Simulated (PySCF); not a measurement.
Molecule: SMILES [Al]([OH])([OH])[SiH2][Si](C)(C)C, singlet. Atoms near the plane z = 1.2 Å, at the GFN2-xTB optimised geometry (x, y, z in Å): Si5 (-1.1, -0.8, 0.0), Al6 (-0.1, 1.4, 0.0), O7 (1.6, 1.4, 0.0), O8 (-1.1, 2.7, 0.0), H14 (1.5, -3.5, -0.2), H18 (-2.5, -0.8, -0.3), H19 (-1.0, -1.5, 1.3), H20 (2.5, 1.4, 0.0), H21 (-1.6, 3.5, 0.0).

Method: CAM-B3LYP/def2-SVP run with PySCF. The values are rescaled to run from 0 to 1.

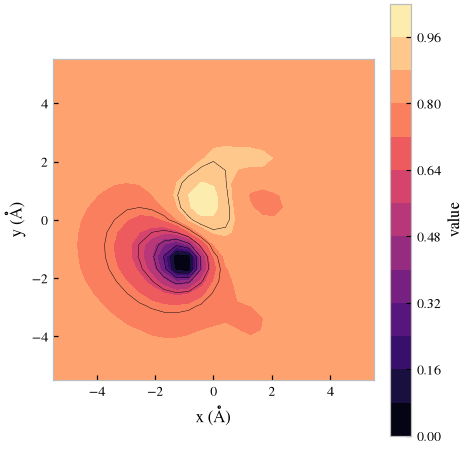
*a field on the plane z = 1.2 Å.*

Problem. Which quantity is mapped?
A. an orbital amplitude
B. electron localisation function
C. deformation density (molecule minus spherical neutral atoms)
D. electrostatic potential

Solution. A, an orbital amplitude. In full: HOMO−1 amplitude (bohr^(-3/2)).
